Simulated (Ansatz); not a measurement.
## Electronic structure of H₄Sn···HF in real space

The calculation's input:

```
crystal:
  periodic: [false, false, false]
  atoms:
    - { symbol: Sn, position_ang: [0.190967, 0.0, -0.105317] }
    - { symbol: H, position_ang: [0.107805, 0.0, 1.6354] }
    - { symbol: H, position_ang: [1.869288, 0.0, -0.540396] }
    - { symbol: H, position_ang: [-0.553898, 1.428729, -0.716214] }
    - { symbol: H, position_ang: [-0.553898, -1.428729, -0.716214] }
    - { symbol: F, position_ang: [-2.479625, 2.0e-06, 1.412755] }
    - { symbol: H, position_ang: [-1.721939, -1.0e-06, 1.959285] }
basis:
  gaussian: { orbitals: def2-SVP }
hamiltonian:
  xc: blyp
  dispersion: d4
relax:
  f_tol: 0.03
  max_steps: 50
output:
  orbitals: {}
```

Run with:

```sh
ansatz run input.yaml --threads 1 --pin off --max-ram 2048MiB --backend cpu --events-out ev --progress --plain --runs-dir out
```

The fields are those of the run's last geometry, not of the input's.

Core potentials replace the inner electrons of Sn.

Level of theory: RKS BLYP-D4/def2-SVP (Ansatz 0.2.0).

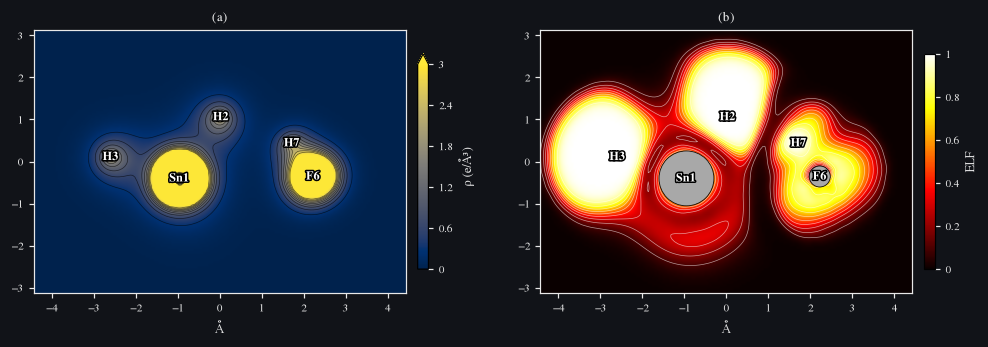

Figure 1. (a) electron density; (b) electron localisation function on the plane of atoms H2, Sn1 and H3. Grey discs cover the atomic cores in the ELF map.

What do the fields say about this system?

The plane passes through Sn, H and F nuclei. H2···H7 (1.80 Å): the density falls to about 0.13 e/Å³ on the way; the ELF dips to about 0.10 between them. F–H (0.94 Å): ρ at the midpoint is about 4.4 e/Å³; the ELF climbs to about 1 towards the hydrogen, as it does in any bond to H; an ordinary covalent bond to hydrogen. Sn–H (1.75 Å): ρ at the midpoint is about 1 e/Å³; the ELF climbs to about 1 towards the hydrogen. The ELF also peaks beside F6, away from the bonds: lone-pair regions.

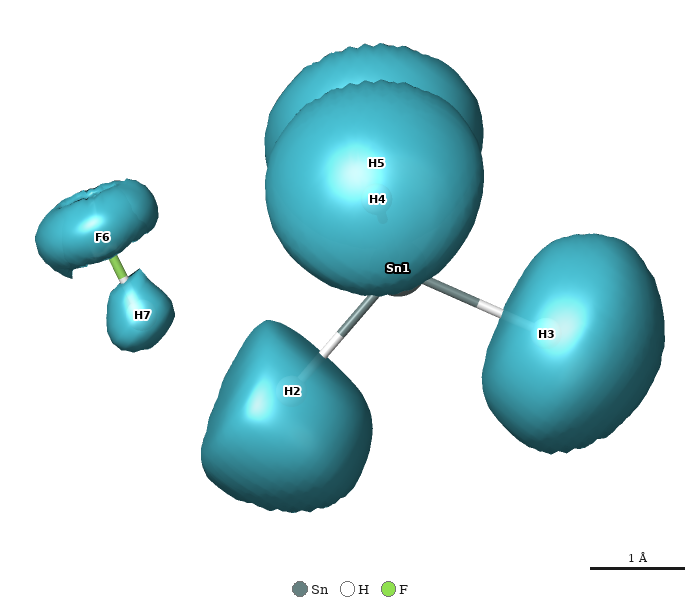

Figure 2. Isosurface of the ELF at 0.85 (cyan), seen across its widest extent. Core shells and regions of very low density are left out.

What do the ELF domains correspond to?

At this value the surface marks out five regions around hydrogen nuclei and one region wrapped around F (its valence shell).

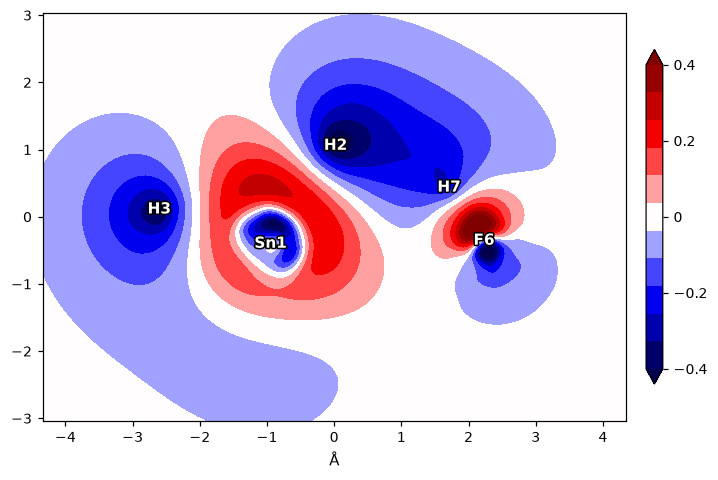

Figure 3. One frontier orbital on the plane of atoms H2, Sn1 and H3 (values in Å⁻³ᐟ²; the overall sign is arbitrary).

Which orbital is it: HOMO or LUMO?

The LUMO, at −0.74 eV. It lies mainly on Sn1 (about 40 %), H2 (about 20 %), H7 (about 10 %), H3 (about 10 %), H4 (about 5 %) and H5 (about 5 %).
